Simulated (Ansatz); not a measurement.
## Si3N2H10ClO: geometry relaxation (part 1 of 2)

System: Si3N2H10ClO, multiplicity 2.
Method: UKS PBE0-D4/def2-SVP (Ansatz 0.2.0).

The input holds or restrains some coordinates. Figures and captions count atoms from 1; the log counts them from 0 in places.

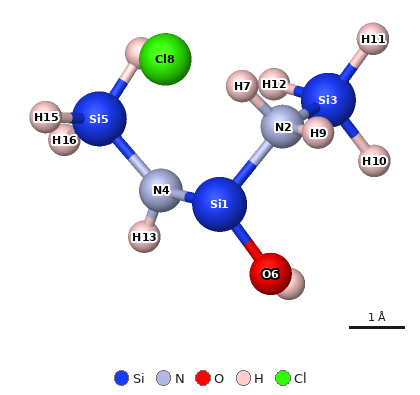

The starting structure (ball-and-stick view, seen on its broad side; atoms are numbered from 1 in the order of the input). Bond lengths as drawn: H–N 1.01 to 1.14 Å, H–O 0.96 Å, H–Si 1.45 to 1.47 Å, N–Si 1.72 to 1.85 Å and O–Si 1.63 Å.

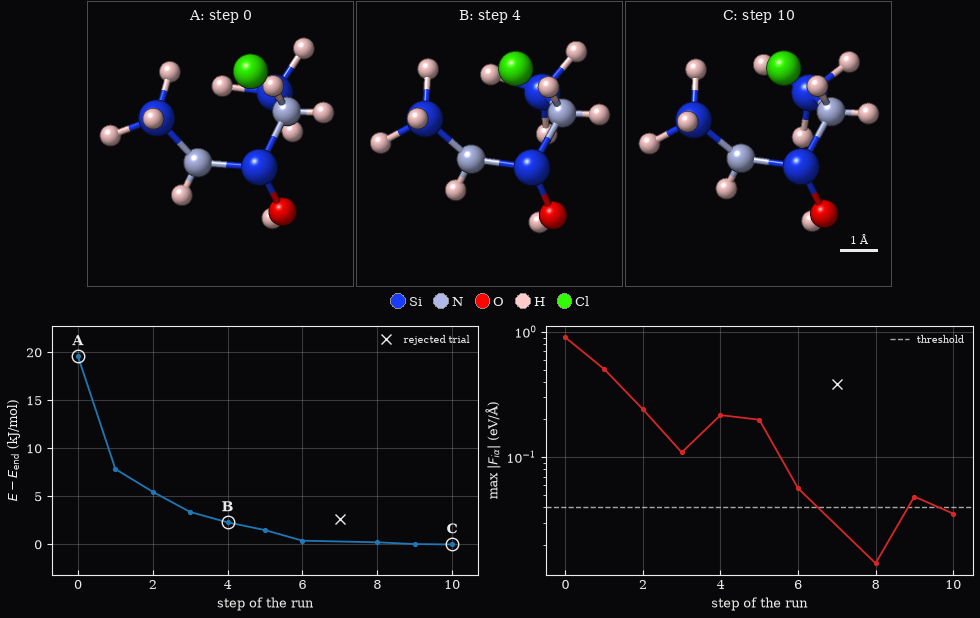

Frames of the restrained relaxation (ball-and-stick view, seen at a tilt) above the curves, on which the letters mark them (the first geometry is step 0 here and step 1 in the log).

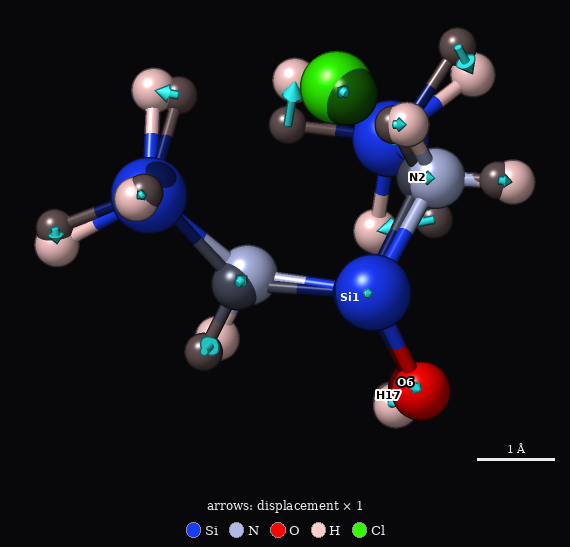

Start (faint) and end (solid) with the displacements as teal arrows, at true length (ball-and-stick view, seen at a tilt). The two geometries are laid on each other by the best rigid fit. After 10 geometry steps the energy has fallen by 19.6 kJ/mol. Largest force component: 0.9 eV/Å at the start, 0.035 eV/Å at the end. The line search rejected the trial step at point 7 (counted from 0) and went back. The atom that moves furthest after the best rigid fit is H10 (0.80 Å). By element the largest moves are H 0.80 Å, N 0.21 Å, Cl 0.20 Å, O 0.15 Å, Si 0.14 Å. Distances before and after: Si1–O6 1.627 → 1.664 Å, Si5–H16 1.474 → 1.504 Å, Si3–H11 1.461 → 1.491 Å, N2–Si3 1.783 → 1.812 Å. Among the angles that change: Si1–N2–Si3 122.1° → 115.6°, H7–N2–H9 102.7° → 108.1°, N4–Si5–H14 107.4° → 112.8°. (Atoms are counted from 1 in the order of the input.)

The input that produced these results follows, with the program's output.

The input
```yaml
crystal:
  periodic: [false, false, false]
  atoms:
    - {symbol: Si, position_ang: [-0.749100, 0.505500, 1.192600]}
    - {symbol: N, position_ang: [0.712600, -0.627700, 1.091100]}
    - {symbol: Si, position_ang: [0.737000, -2.048400, 0.013900]}
    - {symbol: N, position_ang: [-1.108600, 0.926800, -0.433200]}
    - {symbol: Si, position_ang: [-0.100800, 1.808600, -1.578900]}
    - {symbol: O, position_ang: [-1.937900, -0.428200, 1.795000]}
    - {symbol: H, position_ang: [1.464100, 0.193100, 0.852700]}
    - {symbol: Cl, position_ang: [2.039600, 1.803300, 0.768200]}
    - {symbol: H, position_ang: [0.965100, -0.893000, 2.041100]}
    - {symbol: H, position_ang: [-0.347400, -2.945000, 0.435400]}
    - {symbol: H, position_ang: [2.035100, -2.672500, 0.258900]}
    - {symbol: H, position_ang: [0.530700, -1.571600, -1.343700]}
    - {symbol: H, position_ang: [-2.094700, 1.057100, -0.600900]}
    - {symbol: H, position_ang: [1.041000, 0.961900, -1.897000]}
    - {symbol: H, position_ang: [0.186900, 3.154600, -1.112200]}
    - {symbol: H, position_ang: [-0.992300, 1.874000, -2.750900]}
    - {symbol: H, position_ang: [-2.381200, -1.098600, 1.268000]}
basis:
  gaussian: {orbitals: def2-SVP}
magnetization: {spin_polarized: true, initial_magnetization: 1}
hamiltonian: {xc: pbe0, dispersion: d4}
relax: {f_tol: 0.04, max_steps: 150, escape_saddle: false, constraints: [{distance: [0, 7]}, {distance: [1, 6]}, {distance: [0, 1]}, {distance: [6, 7]}]}
```

Run as:
```bash
ansatz run in.yaml --threads 4 --pin off --events-out ev --progress --plain --max-ram 46080MiB --backend cuda --devices 0, --max-vram 37GiB
```

Output
```
Functional definition: PBE0
  name "PBE0"
  cite "Adamo & Barone, J. Chem. Phys. 110, 6158 (1999) doi:10.1063/1.478522"
  cite "Perdew, Burke & Ernzerhof, Phys. Rev. Lett. 77, 3865 (1996) doi:10.1103/PhysRevLett.77.3865"
  parent pbe
  parameter a = 0.25
  parameter kappa = 0.804
  parameter beta = 0.06672455060314922
  exchange = (1 - a)*pbe_x(kappa = kappa, mu = beta*pi^2/3) + a*exact_x
  correlation = pbe_c(beta = beta)
1691 factors; integrals over basis functions are off by at most 5.0e-4 eV
mean field evaluation 1: about -41301.9185 eV, gradient 5.3e1 eV
mean field evaluation 2: about -41290.5004 eV, gradient 7.2e1 eV
mean field evaluation 4: about -41312.4006 eV, gradient 3.9e0 eV
mean field evaluation 8: about -41312.4829 eV, gradient 7.3e-2 eV
mean field evaluation 16: about -41312.4829 eV, gradient 1.1e-4 eV
mean field -41312.48290793 eV, -1518.2057442598 hartree, gradient 4.2e-5 eV, S^2 0.751901; 0 other end points of the search recorded, 0 dependent functions left out
the calculation of the forces begins
reference -41312.48294302 eV, -1518.2057455494 hartree; 46, 45 occupied and 118, 119 virtual orbitals, 1691 factors
relax step   1: F+E_penalty+E_count = -41313.00613821 eV  Δ(F+E_penalty+E_count) = +0.000e0 eV  max|allowed force component| = 9.034e-1 eV/Å  Δτ_max = 0.0000 Å  (31 SCF iters, accepted)
  distance Si 0 - Cl 7 held at 3.105036 Å   reaction = +6.4075e-1 eV/Å
  distance N 1 - H 6 held at 1.138112 Å   reaction = -1.9474e-1 eV/Å
  distance Si 0 - N 1 held at 1.852299 Å   reaction = -9.4083e-2 eV/Å
  distance H 6 - Cl 7 held at 1.712041 Å   reaction = -2.2687e-1 eV/Å
these checks for a lower state are left out or cut short: starts, cluster_reference, orbital_swaps, neighbouring_geometries, increment
1691 factors; integrals over basis functions are off by at most 5.6e-4 eV
mean field -41312.60787561 eV, -1518.2103367374 hartree, gradient 1.5e-5 eV, S^2 0.751905; 0 other end points of the search recorded, 0 dependent functions left out
[... from here on the field's lines of each further geometry are left out, up to the last ...]
relax step   2: F+E_penalty+E_count = -41313.12787277 eV  Δ(F+E_penalty+E_count) = -1.217e-1 eV  max|allowed force component| = 5.045e-1 eV/Å  Δτ_max = 0.0937 Å  (33 SCF iters, accepted)
relax step   3: F+E_penalty+E_count = -41313.15248612 eV  Δ(F+E_penalty+E_count) = -2.461e-2 eV  max|allowed force component| = 2.408e-1 eV/Å  Δτ_max = 0.0582 Å  (33 SCF iters, accepted)
relax step   4: F+E_penalty+E_count = -41313.17423678 eV  Δ(F+E_penalty+E_count) = -2.175e-2 eV  max|allowed force component| = 1.090e-1 eV/Å  Δτ_max = 0.1812 Å  (32 SCF iters, accepted)
relax step   5: F+E_penalty+E_count = -41313.18542682 eV  Δ(F+E_penalty+E_count) = -1.119e-2 eV  max|allowed force component| = 2.166e-1 eV/Å  Δτ_max = 0.1999 Å  (32 SCF iters, accepted)
relax step   6: F+E_penalty+E_count = -41313.19379288 eV  Δ(F+E_penalty+E_count) = -8.366e-3 eV  max|allowed force component| = 1.989e-1 eV/Å  Δτ_max = 0.0917 Å  (32 SCF iters, accepted)
relax step   7: F+E_penalty+E_count = -41313.20520793 eV  Δ(F+E_penalty+E_count) = -1.142e-2 eV  max|allowed force component| = 5.640e-2 eV/Å  Δτ_max = 0.1534 Å  (31 SCF iters, accepted)
relax step   8: F+E_penalty+E_count = -41313.18161281 eV  Δ(F+E_penalty+E_count) = +2.360e-2 eV  max|allowed force component| = 3.822e-1 eV/Å  Δτ_max = 0.0624 Å  (33 SCF iters, rejected (line search))
relax step   9: F+E_penalty+E_count = -41313.20696561 eV  Δ(F+E_penalty+E_count) = -1.758e-3 eV  max|allowed force component| = 1.419e-2 eV/Å  Δτ_max = 0.0303 Å  (28 SCF iters, accepted)
relax step  10: F+E_penalty+E_count = -41313.20885413 eV  Δ(F+E_penalty+E_count) = -1.889e-3 eV  max|allowed force component| = 4.839e-2 eV/Å  Δτ_max = 0.0997 Å  (32 SCF iters, accepted)
the calculation of the forces begins
reference -41312.68092803 eV, -1518.2130213641 hartree; 46, 45 occupied and 118, 119 virtual orbitals, 1691 factors
relax step  11: F+E_penalty+E_count = -41313.20930292 eV  Δ(F+E_penalty+E_count) = -4.488e-4 eV  max|allowed force component| = 3.540e-2 eV/Å  Δτ_max = 0.0300 Å  (28 SCF iters, accepted)
  distance Si 0 - Cl 7 held at 3.105036 Å   reaction = +3.2345e-1 eV/Å
  distance N 1 - H 6 held at 1.138112 Å   reaction = -3.2634e-1 eV/Å
  distance Si 0 - N 1 held at 1.852299 Å   reaction = -2.4338e-1 eV/Å
  distance H 6 - Cl 7 held at 1.712041 Å   reaction = -2.1487e-1 eV/Å
1691 factors; integrals over basis functions are off by at most 5.9e-4 eV
mean field evaluation 96: about -41312.6808 eV, gradient 7.9e-2 eV
mean field -41312.68089341 eV, -1518.2130200920 hartree, gradient 1.3e-5 eV, S^2 0.751800; 1 other end points of the search recorded, 0 dependent functions left out
the calculation of the forces begins
reference -41312.68092803 eV, -1518.2130213641 hartree; 46, 45 occupied and 118, 119 virtual orbitals, 1691 factors
Total energy: -41313.20933753 eV, -1518.2324400553 hartree
Atom 0 at    -0.699368     0.504673     1.292320 Å, force     0.092968     0.280123    -0.091119 eV/Å
Atom 1 at     0.763708    -0.631141     1.273649 Å, force    -0.024269    -0.379575     0.080953 eV/Å
Atom 2 at     0.747897    -1.905480    -0.014260 Å, force    -0.000414    -0.035400    -0.018564 eV/Å
Atom 3 at    -0.987600     0.760926    -0.389886 Å, force    -0.006052     0.010080     0.005116 eV/Å
Atom 4 at    -0.172905     1.767884    -1.614061 Å, force     0.024300    -0.014426    -0.000773 eV/Å
Atom 5 at    -1.952726    -0.381500     1.934716 Å, force    -0.011510    -0.004078    -0.020768 eV/Å
Atom 6 at     1.519409     0.184469     1.030759 Å, force     0.143921     0.041407    -0.016498 eV/Å
Atom 7 at     2.056299     1.747123     0.582486 Å, force    -0.216657     0.068164     0.016976 eV/Å
Atom 8 at     0.977888    -0.996456     2.205222 Å, force     0.006316    -0.006229    -0.004017 eV/Å
Atom 9 at    -0.634110    -2.456123    -0.116977 Å, force     0.017869     0.010398     0.000881 eV/Å
Atom 10 at     1.675459    -2.976626     0.448682 Å, force    -0.014255     0.023907    -0.003044 eV/Å
Atom 11 at     1.203142    -1.298814    -1.286445 Å, force    -0.006158    -0.001354     0.019389 eV/Å
Atom 12 at    -1.965984     0.623276    -0.641198 Å, force     0.005493    -0.003686     0.002743 eV/Å
Atom 13 at     1.028487     1.112819    -2.192095 Å, force     0.006552    -0.001988     0.001086 eV/Å
Atom 14 at     0.070524     3.169445    -1.190002 Å, force    -0.009616    -0.000628    -0.002224 eV/Å
Atom 15 at    -1.214607     1.792023    -2.698404 Å, force    -0.015383     0.007974     0.013211 eV/Å
Atom 16 at    -2.415413    -1.016598     1.375595 Å, force     0.006896     0.005312     0.016653 eV/Å
Dipole moment:    -0.674929    -1.166255     0.073265 e Å
```

Trajectory as extended XYZ (Å, eV, eV/Å), 11 frames, from step=1 to step=11
```
17
Properties=species:S:1:pos:R:3:forces:R:3 step=1 energy=-41313.00614
Si   -0.7491    0.5055    1.1926    0.6630   0.8203  -0.1509
N     0.7126   -0.6277    1.0911   -0.0387   0.1006   0.0542
Si    0.7370   -2.0484    0.0139   -0.0526   0.0533   0.1711
N    -1.1086    0.9268   -0.4332    0.3569  -0.2509   0.3148
Si   -0.1008    1.8086   -1.5789   -0.2780  -0.2596   0.2507
O    -1.9379   -0.4282    1.7950   -0.9034  -0.5835   0.5751
H     1.4641    0.1931    0.8527    0.1942   0.1105  -0.0095
Cl    2.0396    1.8033    0.7682   -0.1582   0.0527  -0.0002
H     0.9651   -0.8930    2.0411    0.0537  -0.0692   0.2870
H    -0.3474   -2.9450    0.4354   -0.3349  -0.2910   0.0771
H     2.0351   -2.6725    0.2589    0.4534  -0.3221  -0.0758
H     0.5307   -1.5716   -1.3437    0.0006   0.1197  -0.5593
H    -2.0947    1.0571   -0.6009   -0.4399   0.0042  -0.0577
H     1.0410    0.9619   -1.8970    0.5336  -0.1538  -0.2947
H     0.1869    3.1546   -1.1122    0.2462   0.6230  -0.0075
H    -0.9923    1.8740   -2.7509   -0.2342   0.0959  -0.4862
H    -2.3812   -1.0986    1.2680   -0.0617  -0.0499  -0.0882
17
Properties=species:S:1:pos:R:3:forces:R:3 step=2 energy=-41313.12787
Si   -0.7545    0.5036    1.2397    0.3927   0.5760  -0.1657
N     0.7096   -0.6254    1.1261    0.0499  -0.2723   0.2108
Si    0.7441   -2.0291    0.0059   -0.0151  -0.1237  -0.0597
N    -1.0907    0.9128   -0.3983    0.1241  -0.0013  -0.0164
Si   -0.1079    1.7923   -1.5869    0.0102   0.0167   0.0339
O    -1.9701   -0.4233    1.8417   -0.5045  -0.3201   0.2980
H     1.4631    0.2004    0.9123    0.1830   0.1504  -0.0792
Cl    2.0264    1.8133    0.8012   -0.2076   0.0247  -0.0193
H     0.9535   -0.9129    2.0777    0.0145  -0.0617   0.0647
H    -0.3585   -2.9471    0.3949   -0.0894  -0.0427   0.0159
H     2.0501   -2.7034    0.1970    0.0896  -0.0502   0.0045
H     0.5620   -1.5452   -1.3744    0.0092   0.0798  -0.1183
H    -2.0873    1.0002   -0.5824   -0.0675  -0.0139  -0.0345
H     1.0740    0.9919   -1.9787    0.1061  -0.0368  -0.0350
H     0.2158    3.1815   -1.1972    0.0504   0.1101   0.0173
H    -1.0002    1.8686   -2.7837   -0.1481  -0.0438  -0.0630
H    -2.4293   -1.0781    1.3053    0.0026   0.0086  -0.0539
```
